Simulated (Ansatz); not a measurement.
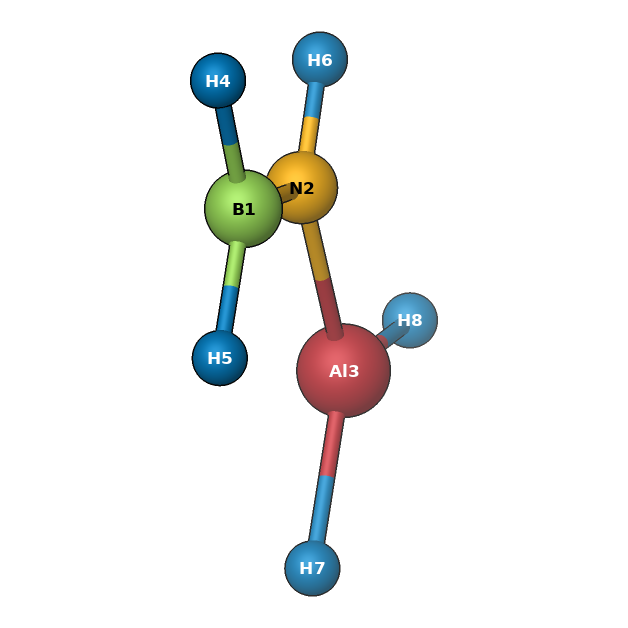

N2 lies behind B1. The molecule seen a little off the B1–N2 bond, B1 in front. Distant atoms are faded towards the background colour. Computed geometry: PBE0-D4/def2-TZVP optimisation. No frequency run is at hand to confirm it as a minimum.

What is the torsion angle H4–B1–N2–Al3? The sign is positive where the front bond must turn clockwise to cover the back bond.

Answer. 180°, antiperiplanar (anti).
